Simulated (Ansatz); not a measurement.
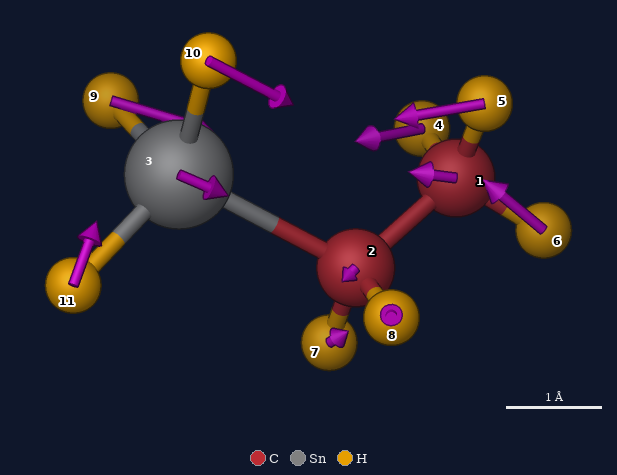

A relaxation of C2H8Sn. The starting structure is drawn; purple arrows show the displacements, 20 times their true length. The two geometries are superimposed by the best rigid fit.

The picture is a ball-and-stick view, seen at a tilt.

The start comes from PBE-D4/def2-SVP.

Theory: RKS PBE0-D4/def2-TZVP (Ansatz 0.2.0).

Input
```yaml
crystal:
  periodic: [false, false, false]
  atoms:
    - {symbol: C, position_ang: [-1.092774, 1.037405, -0.256729]}
    - {symbol: C, position_ang: [-0.572300, -0.394277, -0.393300]}
    - {symbol: Sn, position_ang: [1.396257, -0.722551, 0.494807]}
    - {symbol: H, position_ang: [-1.193187, 1.346638, 0.804597]}
    - {symbol: H, position_ang: [-0.425316, 1.774145, -0.750566]}
    - {symbol: H, position_ang: [-2.096471, 1.147851, -0.721984]}
    - {symbol: H, position_ang: [-1.257618, -1.122037, 0.089143]}
    - {symbol: H, position_ang: [-0.490801, -0.695749, -1.458593]}
    - {symbol: H, position_ang: [1.352021, -0.363777, 2.188002]}
    - {symbol: H, position_ang: [2.569947, 0.308126, -0.254880]}
    - {symbol: H, position_ang: [1.875640, -2.372775, 0.280205]}
basis:
  gaussian: {orbitals: def2-TZVP}
hamiltonian: {xc: pbe0, dispersion: d4}
relax: {f_tol: 0.005, max_steps: 150}
```

Command:
```bash
ansatz run in.yaml --threads 4 --pin off --events-out ev --progress --plain --max-ram 10444MiB
```

> Which element moves most?

Hydrogen: up to 0.060 Å, against 0.030 Å for tin.

> What did the optimiser do to the structure, and how much energy did it gain?

The atom that moves furthest after the best rigid fit is H10 (0.060 Å). Largest moves by element: H 0.060 Å, Sn 0.030 Å, C 0.028 Å. Some distances before and after: C2–Sn3 2.184 → 2.150 Å, Sn3–H10 1.733 → 1.711 Å, C1–H4 1.110 → 1.093 Å, C1–C2 1.529 → 1.522 Å. Over 5 geometry steps the energy falls by 1.00 kcal/mol. Largest force component: 0.52 eV/Å at the start, 0.0012 eV/Å at the end. The run took 15 s on 4 threads of Arm Neoverse V1 (shared host).
